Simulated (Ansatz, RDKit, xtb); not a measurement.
# C2H11AlGeSi: which of the isomers drawn lies lowest?

A sample of isomers of C2H11AlGeSi is drawn. Aim: find which of them has the lowest free energy at 298.15 K, then its properties. The sample is small against all isomers, and the most stable one of this formula need not be in it.

The funnel: GFN2-xTB relaxations, single points with a density functional, relaxations at r2SCAN-D4/def2-SVP, harmonic vibrations (at GFN2-xTB), and a last energy at a higher level. All values are calculated.

### Step 1. Possible bonding patterns

Isomers were taken from a list of plausible structures; this is a sample, not all of them. That gives 4 candidates.

```csv
label,SMILES,spin
c141,[SiH3][CH2][AlH][CH2][GeH3],singlet
c333,[CH3][Al]([SiH3])[CH2][GeH3],singlet
c814,[CH3][Al]([GeH3])[CH2][SiH3],singlet
c835,[CH3][AlH][C@@H]([SiH3])[GeH3],singlet
```

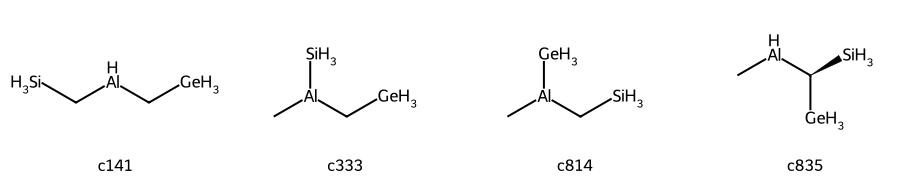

Structural formulas of the candidates.

Candidates are built by distance geometry, with a force field where one applies, in up to four conformers (letters a to d).

### Step 2. First filter: tight binding

All 16 starts are relaxed the same way. One of them, c814a (taken from a list of positional isomers, embedded by distance geometry and UFF), in full:

The input, start.xyz:

```xyz
16
c814a
C     -1.540109    -2.500707     0.173535
C      1.147412    -0.689305    -0.950801
Al    -0.725339    -0.855798    -0.687494
Ge    -2.225826     1.033289    -1.338491
Si     1.859199     0.761884    -0.013347
H     -2.653883    -2.347924     0.236774
H     -1.108880    -2.620898     1.206948
H     -1.309865    -3.330262    -0.479145
H     -2.975462     1.547484    -0.060295
H     -1.353912     2.157725    -1.912252
H     -3.248660     0.580747    -2.330449
H      1.372305    -0.602190    -1.994555
H      1.676126    -1.633657    -0.591842
H      1.221519     1.987511    -0.481739
H      1.604068     0.554720     1.446059
H      3.307410     0.877047    -0.246653
```

Command:

```sh
$ xtb start.xyz --gfn 2 --opt
```

Log (excerpt; [...] marks lines left out):

```text
* xtb version 6.7.1
[...]
          :  # basis functions                  49          :
[...]
          :  # electrons                        30          :
[...]
          :  Hamiltonian                  GFN2-xTB          :
[...]
          :  net charge                          0          :
          :  unpaired electrons                  0          :
[...]
   *** convergence criteria satisfied after 15 iterations ***
[...]
   *** GEOMETRY OPTIMIZATION CONVERGED AFTER 11 ITERATIONS ***
[...]
   *** convergence criteria satisfied after 3 iterations ***
[...]
         ::                     SUMMARY                     ::
         :::::::::::::::::::::::::::::::::::::::::::::::::::::
         :: total energy             -14.567487519682 Eh    ::
         :: gradient norm              0.000953676362 Eh/a0 ::
         :: HOMO-LUMO gap              3.932131382903 eV    ::
         ::.................................................::
         :: SCC energy               -14.726499404596 Eh    ::
         :: -> isotropic ES            0.036978488275 Eh    ::
         :: -> anisotropic ES          0.004266261990 Eh    ::
         :: -> anisotropic XC          0.000955439757 Eh    ::
         :: -> dispersion             -0.009989466304 Eh    ::
         :: repulsion energy           0.159011884915 Eh    ::
         :: add. restraining           0.000000000000 Eh    ::
         :: total charge               0.000000000000 e     ::
         :::::::::::::::::::::::::::::::::::::::::::::::::::::
[...]
        15        2.0000           -0.3583723              -9.7518 (HOMO)
        16                         -0.2138691              -5.8197 (LUMO)
[...]
     #   Z          covCN         q      C6AA      α(0)
     1   6 C        3.607    -0.224    25.603     7.310
     2   6 C        3.557    -0.263    27.002     7.583
     3  13 Al       2.649     0.265    96.191    20.024
     4  32 Ge       3.695     0.026   171.511    23.516
     5  14 Si       3.706     0.458    98.184    18.976
     6   1 H        0.923     0.065     2.140     2.288
     7   1 H        0.924     0.051     2.310     2.377
     8   1 H        0.924     0.052     2.300     2.372
     9   1 H        0.934    -0.059     4.322     3.251
    10   1 H        0.934    -0.058     4.287     3.237
    11   1 H        0.934    -0.061     4.356     3.263
    12   1 H        0.923     0.039     2.457     2.451
    13   1 H        0.924     0.037     2.494     2.470
    14   1 H        0.917    -0.100     5.572     3.692
[...]
     #   Z sym  total        # sym  WBO       # sym  WBO       # sym  WBO
 ---------------------------------------------------------------------------
     1   6 C    3.903 --     3 Al   1.044     7 H    0.919     8 H    0.919
                             6 H    0.907
     2   6 C    3.910 --     3 Al   1.012    13 H    0.916    12 H    0.913
                             5 Si   0.882
     3  13 Al   3.593 --     1 C    1.044     2 C    1.012     4 Ge   0.755
     4  32 Ge   3.420 --    11 H    0.852     9 H    0.852    10 H    0.849
                             3 Al   0.755
     5  14 Si   3.653 --    16 H    0.891    14 H    0.883    15 H    0.882
                             2 C    0.882
     6   1 H    0.994 --     1 C    0.907
     7   1 H    0.996 --     1 C    0.919
     8   1 H    0.996 --     1 C    0.919
     9   1 H    0.995 --     4 Ge   0.852
[...]
molecular dipole:
                 x           y           z       tot (Debye)
 q only:        0.481      -0.569       0.217
   full:        0.529      -1.010       0.222       2.952
molecular quadrupole (traceless):
[...]
          | TOTAL ENERGY              -14.567487519682 Eh   |
          | GRADIENT NORM               0.000953676362 Eh/α |
          | HOMO-LUMO GAP               3.932131382903 eV   |
           -------------------------------------------------
[...]
```

It took 0.41 s on 2 threads of Intel Xeon at 2.50GHz (Skylake/Cascade Lake), shared host; peak memory 0.093 GiB.

### Step 3. Distinct minima at GFN2-xTB

16 of the 16 relaxations converged. 16 distinct structures remain:

```csv
label,start,SMILES after,spin,energy (kcal/mol)
c814a,drawn,[CH3][Al]([GeH3])[CH2][SiH3],singlet,0.0
c814d,drawn,[CH3][Al]([GeH3])[CH2][SiH3],singlet,0.2
c814b,drawn,[CH3][Al]([GeH3])[CH2][SiH3],singlet,0.2
c814c,drawn,[CH3][Al]([GeH3])[CH2][SiH3],singlet,0.4
c835d,drawn,[CH3][AlH][C@@H]([SiH3])[GeH3],singlet,0.7
c141a,drawn,[SiH3][CH2][AlH][CH2][GeH3],singlet,1.0
c835c,drawn,[CH3][AlH][C@@H]([SiH3])[GeH3],singlet,1.1
c141b,drawn,[SiH3][CH2][AlH][CH2][GeH3],singlet,1.1
c141d,drawn,[SiH3][CH2][AlH][CH2][GeH3],singlet,1.5
c835b,drawn,[CH3][AlH][C@@H]([SiH3])[GeH3],singlet,1.5
c835a,drawn,[CH3][AlH][C@@H]([SiH3])[GeH3],singlet,1.6
c141c,drawn,[SiH3][CH2][AlH][CH2][GeH3],singlet,2.4
c333d,drawn,[CH3][Al]([SiH3])[CH2][GeH3],singlet,8.7
c333a,drawn,[CH3][Al]([SiH3])[CH2][GeH3],singlet,8.8
c333b,drawn,[CH3][Al]([SiH3])[CH2][GeH3],singlet,8.9
c333c,drawn,[CH3][Al]([SiH3])[CH2][GeH3],singlet,9.7
```

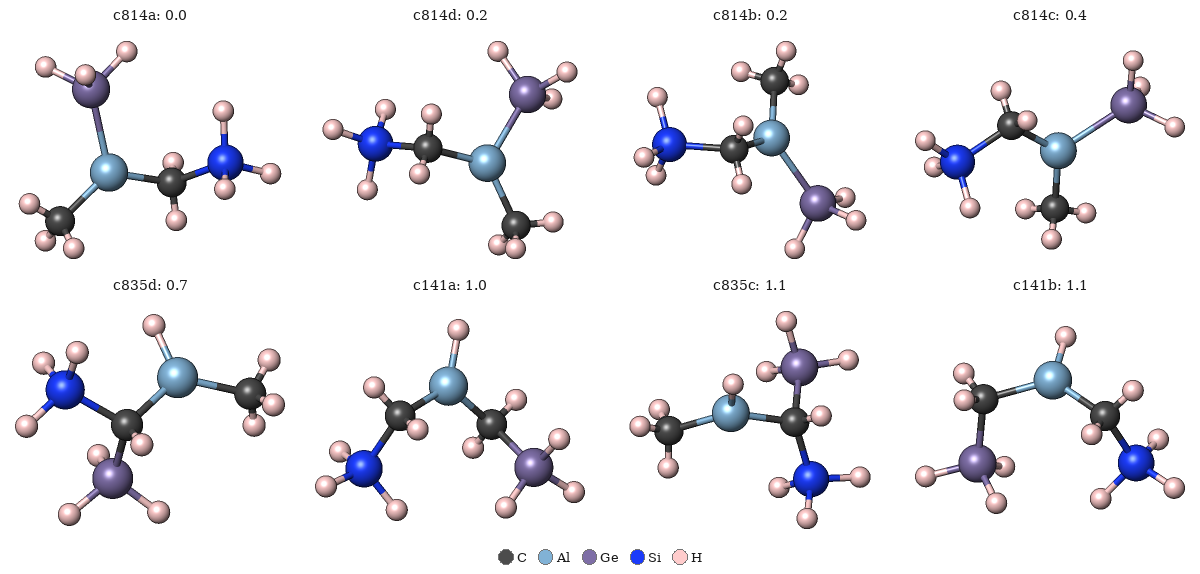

The 8 lowest minima that did not fall apart, with their GFN2-xTB energies in kcal/mol.

### Step 4. Screening with a density functional

A choice of the minima (the low ones first, few conformers of a pattern, up to a cap) and the lowest that fell apart get a single point at r2SCAN-D4/def2-SVP on the tight-binding geometry, and one at HF/STO-3G for comparison. Some singlets are also tried as triplets at the same geometry (label ending in t). Within 40 kcal/mol but not screened, among others: c814b, c814c, c141d, c835b, c835a, c141c, c333b, c333c. The first, c814a:

The input, input.yaml:

```yaml
crystal:
  periodic: [false, false, false]
  atoms:
    - {symbol: C, position_ang: [-1.624029, -2.537322, 0.180728]}
    - {symbol: C, position_ang: [1.214259, -0.671118, -0.957376]}
    - {symbol: Al, position_ang: [-0.724528, -0.954471, -0.617334]}
    - {symbol: Ge, position_ang: [-2.165886, 0.916260, -1.258703]}
    - {symbol: Si, position_ang: [1.949877, 0.818206, -0.019857]}
    - {symbol: H, position_ang: [-2.710218, -2.372188, 0.239220]}
    - {symbol: H, position_ang: [-1.286300, -2.760766, 1.200248]}
    - {symbol: H, position_ang: [-1.479526, -3.459489, -0.394544]}
    - {symbol: H, position_ang: [-2.963879, 1.650725, -0.200489]}
    - {symbol: H, position_ang: [-1.500855, 2.097214, -1.936825]}
    - {symbol: H, position_ang: [-3.275441, 0.657363, -2.260764]}
    - {symbol: H, position_ang: [1.404040, -0.510890, -2.029276]}
    - {symbol: H, position_ang: [1.784819, -1.569520, -0.684946]}
    - {symbol: H, position_ang: [1.304691, 2.065874, -0.445022]}
    - {symbol: H, position_ang: [1.724013, 0.627417, 1.421816]}
    - {symbol: H, position_ang: [3.395065, 0.922371, -0.260624]}
basis:
  gaussian: {orbitals: def2-SVP}
scf: {lower_state_search: off}
output: {orbitals: {seedname: orbitals}}
hamiltonian: {xc: {name: r2SCAN}, dispersion: d4}
```

Command:

```sh
$ ansatz run input.yaml --threads 2 --pin off --max-ram 5220MiB --events-out events.jsonl --progress --plain --runs-dir runs
```

Log (excerpt; [...] marks lines left out):

```text
Warning: RAYON_NUM_THREADS=2 ignored (pool sized by the plan → 2); use --threads N
Functional definition: r2SCAN
  name "r2SCAN"
[...]
1694 factors; their error is unknown
[...]
mean field -73230.07380337 eV, -2691.1555751470 hartree, gradient 4.8e-6 eV, S^2 0.000000; 0 other end points of the search recorded, 0 dependent functions left out
reference -73230.07381769 eV, -2691.1555756731 hartree; 41, 41 occupied and 110, 110 virtual orbitals, 1694 factors
Total energy: -73230.16707075 eV, -2691.1590026599 hartree
Checks for a lower state left out: stability, starts, cluster_reference, orbital_swaps, neighbouring_geometries, increment
```

Wall time 6.9 s (2 threads of Intel Xeon at 2.50GHz (Skylake/Cascade Lake), shared host); peak memory 0.22 GiB.

Relative energies in kcal/mol, each column from its lowest structure that stays in one piece:

```csv
label,SMILES,spin,GFN2-xTB,HF/STO-3G,r2SCAN-D4/def2-SVP
c814d,[CH3][Al]([GeH3])[CH2][SiH3],singlet,0.2,0.0,0.0
c814a,[CH3][Al]([GeH3])[CH2][SiH3],singlet,0.0,0.7,0.3
c835c,[CH3][AlH][C@@H]([SiH3])[GeH3],singlet,1.1,14.1,8.1
c835d,[CH3][AlH][C@@H]([SiH3])[GeH3],singlet,0.7,14.1,8.4
c333a,[CH3][Al]([SiH3])[CH2][GeH3],singlet,8.8,9.1,8.7
c333d,[CH3][Al]([SiH3])[CH2][GeH3],singlet,8.7,9.4,8.8
c141b,[SiH3][CH2][AlH][CH2][GeH3],singlet,1.1,12.1,9.0
c141a,[SiH3][CH2][AlH][CH2][GeH3],singlet,1.0,12.4,9.3
c814dt,[CH3][Al]([GeH3])[CH2][SiH3],triplet,–,–,88.6
c835ct,[CH3][AlH][C@@H]([SiH3])[GeH3],triplet,–,–,114.5
```

### Step 5. Refinement at r2SCAN-D4/def2-SVP

4 candidates are relaxed at r2SCAN-D4/def2-SVP (chosen among the lowest in one piece, one conformer a pattern). The first, c814d:

The input, input.yaml:

```yaml
crystal:
  periodic: [false, false, false]
  atoms:
    - {symbol: C, position_ang: [-1.240969, -1.809428, -1.258814]}
    - {symbol: C, position_ang: [-0.549073, 0.095977, 1.696267]}
    - {symbol: Al, position_ang: [-0.328349, -0.383292, -0.220522]}
    - {symbol: Ge, position_ang: [1.237768, 1.053486, -1.430399]}
    - {symbol: Si, position_ang: [-1.845940, 1.466327, 1.965239]}
    - {symbol: H, position_ang: [-0.719338, -2.008589, -2.205859]}
    - {symbol: H, position_ang: [-1.301833, -2.764046, -0.723414]}
    - {symbol: H, position_ang: [-2.271742, -1.546241, -1.526414]}
    - {symbol: H, position_ang: [1.486425, 2.434089, -0.860793]}
    - {symbol: H, position_ang: [2.674582, 0.600002, -1.607681]}
    - {symbol: H, position_ang: [0.921918, 1.426020, -2.864702]}
    - {symbol: H, position_ang: [0.407207, 0.464470, 2.098938]}
    - {symbol: H, position_ang: [-0.827997, -0.767092, 2.314747]}
    - {symbol: H, position_ang: [-1.917713, 1.859194, 3.377247]}
    - {symbol: H, position_ang: [-3.164031, 0.973548, 1.542654]}
    - {symbol: H, position_ang: [-1.504518, 2.643485, 1.155012]}
basis:
  gaussian: {orbitals: def2-SVP}
hamiltonian: {xc: r2scan, dispersion: d4}
scf: {lower_state_search: off}
relax: {f_tol: 0.006}
```

Command:

```sh
$ ansatz run input.yaml --threads 2 --pin off --max-ram 5220MiB --events-out events.jsonl --progress --plain --runs-dir runs
```

Log:

```text
Warning: RAYON_NUM_THREADS=2 ignored (pool sized by the plan → 2); use --threads N
The last accepted step is kept in runs//last_step.txt (removed where the run ends without a failure and the disk answers)
[... 2 set-up lines as earlier in the session ...]
  parameter k0 = 0.174
  parameter k1 = 0.065
  parameter a1 = 4.9479
  exchange = r2scan_x(k0 = k0, k1 = k1, a1 = a1)
  correlation = r2scan_c
these checks for a lower state are left out or cut short: stability, starts, cluster_reference, orbital_swaps, neighbouring_geometries, increment
1694 factors; their error is unknown
mean field evaluation 1: about -73217.7817 eV, gradient 7.0e1 eV
mean field evaluation 2: about -73204.2757 eV, gradient 9.2e1 eV
mean field evaluation 4: about -73230.0965 eV, gradient 5.5e0 eV
mean field evaluation 8: about -73230.1849 eV, gradient 3.8e-1 eV
mean field evaluation 16: about -73230.0856 eV, gradient 7.4e-4 eV
mean field -73230.08559109 eV, -2691.1560083376 hartree, gradient 3.0e-6 eV, S^2 0.000000; 0 other end points of the search recorded, 0 dependent functions left out
the calculation of the forces begins
reference -73230.08560538 eV, -2691.1560088631 hartree; 41, 41 occupied and 110, 110 virtual orbitals, 1694 factors
relax step   1: F+E_penalty+E_count = -73230.17842381 eV  Δ(F+E_penalty+E_count) = +0.000e0 eV  max|allowed force component| = 7.779e-1 eV/Å  Δτ_max = 0.0000 Å  (19 SCF iters, accepted)
these checks for a lower state are left out or cut short: stability, starts, cluster_reference, orbital_swaps, neighbouring_geometries, increment
1694 factors; their error is unknown
mean field -73230.24179888 eV, -2691.1617488681 hartree, gradient 1.9e-6 eV, S^2 0.000000; 0 other end points of the search recorded, 0 dependent functions left out
the calculation of the forces begins
reference -73230.24181318 eV, -2691.1617493938 hartree; 41, 41 occupied and 110, 110 virtual orbitals, 1694 factors
relax step   2: F+E_penalty+E_count = -73230.33542135 eV  Δ(F+E_penalty+E_count) = -1.570e-1 eV  max|allowed force component| = 3.233e-1 eV/Å  Δτ_max = 0.1263 Å  (18 SCF iters, accepted)
these checks for a lower state are left out or cut short: stability, starts, cluster_reference, orbital_swaps, neighbouring_geometries, increment
1694 factors; their error is unknown
mean field evaluation 32: about -73230.3567 eV, gradient 9.1e-3 eV
mean field -73230.26026373 eV, -2691.1624274389 hartree, gradient 9.5e-7 eV, S^2 0.000000; 0 other end points of the search recorded, 0 dependent functions left out
the calculation of the forces begins
reference -73230.26027805 eV, -2691.1624279650 hartree; 41, 41 occupied and 110, 110 virtual orbitals, 1694 factors
relax step   3: F+E_penalty+E_count = -73230.35383145 eV  Δ(F+E_penalty+E_count) = -1.841e-2 eV  max|allowed force component| = 1.036e-1 eV/Å  Δτ_max = 0.0538 Å  (20 SCF iters, accepted)
[... from here on, the SCF cycles and remarks between the steps are left out ...]
relax step   4: F+E_penalty+E_count = -73230.35679066 eV  Δ(F+E_penalty+E_count) = -2.959e-3 eV  max|allowed force component| = 4.188e-2 eV/Å  Δτ_max = 0.0477 Å  (20 SCF iters, accepted)
relax step   5: F+E_penalty+E_count = -73230.35793171 eV  Δ(F+E_penalty+E_count) = -1.141e-3 eV  max|allowed force component| = 3.401e-2 eV/Å  Δτ_max = 0.0480 Å  (19 SCF iters, accepted)
relax step   6: F+E_penalty+E_count = -73230.35868607 eV  Δ(F+E_penalty+E_count) = -7.544e-4 eV  max|allowed force component| = 3.252e-2 eV/Å  Δτ_max = 0.0519 Å  (19 SCF iters, accepted)
relax step   7: F+E_penalty+E_count = -73230.35928530 eV  Δ(F+E_penalty+E_count) = -5.992e-4 eV  max|allowed force component| = 2.976e-2 eV/Å  Δτ_max = 0.0740 Å  (19 SCF iters, accepted)
relax step   8: F+E_penalty+E_count = -73230.35961096 eV  Δ(F+E_penalty+E_count) = -3.257e-4 eV  max|allowed force component| = 3.561e-2 eV/Å  Δτ_max = 0.0343 Å  (20 SCF iters, accepted)
relax step   9: F+E_penalty+E_count = -73230.35986009 eV  Δ(F+E_penalty+E_count) = -2.491e-4 eV  max|allowed force component| = 1.789e-2 eV/Å  Δτ_max = 0.0278 Å  (20 SCF iters, accepted)
relax step  10: F+E_penalty+E_count = -73230.35987804 eV  Δ(F+E_penalty+E_count) = -1.795e-5 eV  max|allowed force component| = 1.360e-2 eV/Å  Δτ_max = 0.0184 Å  (20 SCF iters, accepted)
relax step  11: F+E_penalty+E_count = -73230.36000228 eV  Δ(F+E_penalty+E_count) = -1.242e-4 eV  max|allowed force component| = 5.236e-3 eV/Å  Δτ_max = 0.0072 Å  (12 SCF iters, accepted)
relax step  12: F+E_penalty+E_count = -73230.36006743 eV  Δ(F+E_penalty+E_count) = -6.515e-5 eV  max|allowed force component| = 5.378e-3 eV/Å  Δτ_max = 0.0112 Å  (20 SCF iters, accepted)
relax step  13: F+E_penalty+E_count = -73230.36018887 eV  Δ(F+E_penalty+E_count) = -1.214e-4 eV  max|allowed force component| = 2.372e-2 eV/Å  Δτ_max = 0.0381 Å  (19 SCF iters, accepted)
relax step  14: F+E_penalty+E_count = -73230.36026468 eV  Δ(F+E_penalty+E_count) = -7.581e-5 eV  max|allowed force component| = 3.074e-2 eV/Å  Δτ_max = 0.0158 Å  (20 SCF iters, accepted)
relax step  15: F+E_penalty+E_count = -73230.36039831 eV  Δ(F+E_penalty+E_count) = -1.336e-4 eV  max|allowed force component| = 4.452e-2 eV/Å  Δτ_max = 0.0316 Å  (19 SCF iters, accepted)
relax step  16: F+E_penalty+E_count = -73230.36049743 eV  Δ(F+E_penalty+E_count) = -9.911e-5 eV  max|allowed force component| = 4.387e-2 eV/Å  Δτ_max = 0.0152 Å  (19 SCF iters, accepted)
relax step  17: F+E_penalty+E_count = -73230.36059286 eV  Δ(F+E_penalty+E_count) = -9.544e-5 eV  max|allowed force component| = 5.537e-2 eV/Å  Δτ_max = 0.0498 Å  (18 SCF iters, accepted)
relax step  18: F+E_penalty+E_count = -73230.36063890 eV  Δ(F+E_penalty+E_count) = -4.603e-5 eV  max|allowed force component| = 6.098e-2 eV/Å  Δτ_max = 0.0189 Å  (19 SCF iters, accepted)
relax step  19: F+E_penalty+E_count = -73230.36081141 eV  Δ(F+E_penalty+E_count) = -1.725e-4 eV  max|allowed force component| = 4.373e-2 eV/Å  Δτ_max = 0.0078 Å  (13 SCF iters, accepted)
relax step  20: F+E_penalty+E_count = -73230.36094895 eV  Δ(F+E_penalty+E_count) = -1.375e-4 eV  max|allowed force component| = 7.898e-3 eV/Å  Δτ_max = 0.0097 Å  (13 SCF iters, accepted)
relax step  21: F+E_penalty+E_count = -73230.36101595 eV  Δ(F+E_penalty+E_count) = -6.699e-5 eV  max|allowed force component| = 5.320e-3 eV/Å  Δτ_max = 0.0189 Å  (19 SCF iters, accepted)
relax step  22: F+E_penalty+E_count = -73230.35977374 eV  Δ(F+E_penalty+E_count) = +1.242e-3 eV  max|allowed force component| = 1.369e-1 eV/Å  Δτ_max = 0.1098 Å  (18 SCF iters, rejected (line search))
these checks for a lower state are left out or cut short: stability, starts, cluster_reference, orbital_swaps, neighbouring_geometries, increment
1694 factors; their error is unknown
mean field -73230.26762228 eV, -2691.1626978608 hartree, gradient 1.1e-6 eV, S^2 0.000000; 0 other end points of the search recorded, 0 dependent functions left out
the calculation of the forces begins
reference -73230.26763656 eV, -2691.1626983853 hartree; 41, 41 occupied and 110, 110 virtual orbitals, 1694 factors
relax step  23: F+E_penalty+E_count = -73230.36110533 eV  Δ(F+E_penalty+E_count) = -8.938e-5 eV  max|allowed force component| = 3.961e-3 eV/Å  Δτ_max = 0.0292 Å  (19 SCF iters, accepted)
Total energy: -73230.36111960 eV, -2691.1661338238 hartree
Atom 0 at    -1.229759    -1.711619    -1.129439 Å, force    -0.001347     0.001207    -0.003061 eV/Å
Atom 1 at    -0.502321     0.115711     1.647368 Å, force    -0.000362     0.001756    -0.000981 eV/Å
Atom 2 at    -0.222138    -0.284016    -0.250773 Å, force     0.001579     0.002689     0.001663 eV/Å
Atom 3 at     1.346429     1.129783    -1.541694 Å, force     0.003521     0.001740    -0.002961 eV/Å
Atom 4 at    -1.907186     1.325251     1.948211 Å, force    -0.002492     0.002178    -0.002149 eV/Å
Atom 5 at    -0.658600    -2.220394    -1.923957 Å, force    -0.002725    -0.000472     0.003676 eV/Å
Atom 6 at    -1.597812    -2.476921    -0.425690 Å, force    -0.000231     0.001379    -0.003393 eV/Å
Atom 7 at    -2.121148    -1.279989    -1.623252 Å, force     0.003642    -0.003689     0.002017 eV/Å
Atom 8 at     1.752101     2.432926    -0.823072 Å, force    -0.000297    -0.002629    -0.001300 eV/Å
Atom 9 at     2.670617     0.391130    -1.841215 Å, force    -0.003698     0.001161     0.000983 eV/Å
Atom 10 at     0.799772     1.548949    -2.922779 Å, force    -0.000109    -0.001247     0.003961 eV/Å
Atom 11 at     0.411036     0.555286     2.089081 Å, force     0.000036    -0.000298     0.000050 eV/Å
Atom 12 at    -0.734733    -0.812432     2.202584 Å, force     0.000152    -0.000848    -0.000407 eV/Å
Atom 13 at    -2.100548     1.647421     3.396772 Å, force     0.000483    -0.001262    -0.001930 eV/Å
Atom 14 at    -3.195509     0.765645     1.426803 Å, force     0.002297     0.000757     0.001587 eV/Å
Atom 15 at    -1.653804     2.611178     1.222558 Å, force    -0.000449    -0.002423     0.002244 eV/Å
Dipole moment:    -0.052994    -0.317294     0.136307 e Å
Checks for a lower state left out: stability, starts, cluster_reference, orbital_swaps, neighbouring_geometries, increment
```

Run time: 3.3 min. Hardware: 2 threads of Intel Xeon at 2.50GHz (Skylake/Cascade Lake), shared host; peak memory 0.22 GiB.

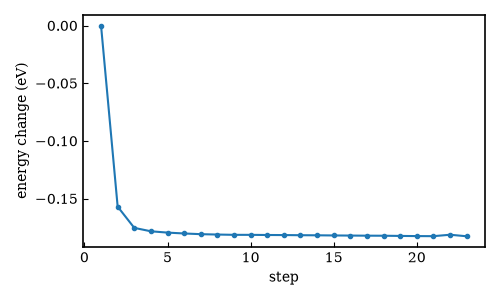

Energy along the run, all evaluated steps.

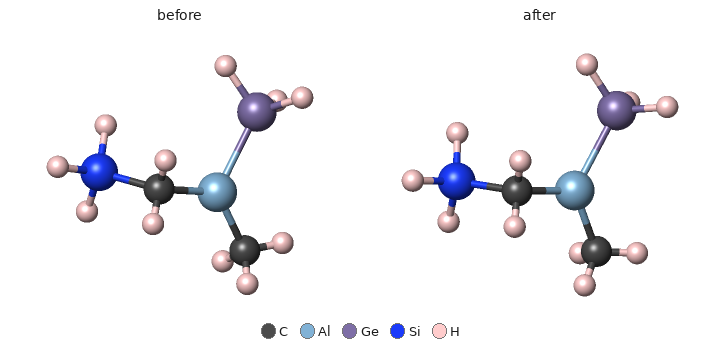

Before and after, at one scale.

After the run. Bond lengths: C1–Al3 1.956 Å, C2–Al3 1.960 Å, Al3–Ge4 2.475 Å, C2–Si5 1.878 Å, C1–H6 1.103 Å, C1–H7 1.103 Å, C1–H8 1.107 Å, Ge4–H9 1.542 Å, Ge4–H10 1.546 Å, Ge4–H11 1.543 Å, C2–H12 1.106 Å, C2–H13 1.106 Å, Si5–H14 1.496 Å, Si5–H15 1.498 Å, Si5–H16 1.498 Å. Some angles: C1–Al3–C2 120.7°, C1–Al3–Ge4 120.6°, C2–Al3–Ge4 118.6°, Al3–C2–Si5 113.2°, Al3–C1–H6 113.2°, Al3–C1–H7 113.1°, Al3–C1–H8 109.3°, Al3–C2–H12 110.5°, Al3–C2–H13 110.2°, Si5–C2–H12 107.3°.

(Part 1 of 2 ends here.)
